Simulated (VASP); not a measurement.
Input:

```
AlRu
1.0
    3.01626     0.00000     0.00000
    0.00000     3.01626     0.00000
    0.00000     0.00000     3.01626
Al Ru
1 1
Direct
  0.50000   0.50000   0.50000
  0.00000   0.00000   0.00000
```

All values below come from revPBE GGA, VASP's PBE PAW potentials (set 64) (plane waves; VASP 6.6.1). Settings: 520 eV cut-off, 14×14×14 Γ-centred mesh, tetrahedra with Blöchl corrections, potentials Al Ru_pv.

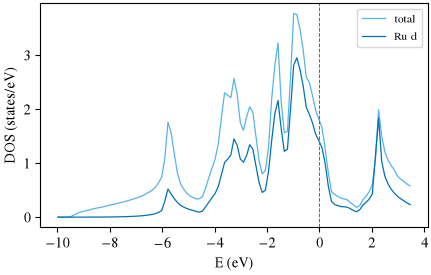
Fig. 1. Total and projected density of states, zero at the Fermi level

Within 2 eV below the Fermi level the largest weight inside VASP's projection spheres is Ru d.

It has no gap at this level: it comes out as a metal or semimetal.

The compound is RuAl in the CsCl type structure. It was relaxed first. The electron count is odd and the run is not spin-polarised, which forces a metal.
